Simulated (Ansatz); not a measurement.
Calculation: PBE (plane waves to 420 eV, PAW; Ansatz, an electronic-structure program).

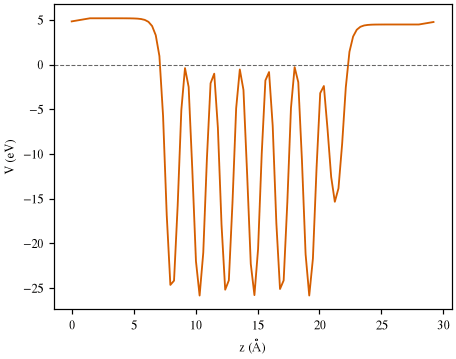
Figure. Planar average of the electrostatic potential across the slab, in eV from the Fermi level, for a constructed model of the (111) surface of fcc Rh, a pseudomorphic layer of Ge in the host's stacking (bottom of the slab: a bare face, its two planes held)…

Model: 7-atom slab, 13.3 Å thick at the start with caps and adatoms (thin: gaps and levels are the slab's own), 16x16x1 mesh, Fermi-Dirac 0.1 eV, dipole correction, 2 atoms held, the rest relaxed; held to the start's symmetry, so lower structures may exist; no spin, no spin-orbit, no U. In PBE it lies 0.01 eV a 1x1 cell over the lowest computed structure of the same composition (a pseudomorphic layer of Ge in the other hollow).

The vacuum level lies 4.48 eV above the Fermi level over the top face and 5.18 eV above it under the bottom face.
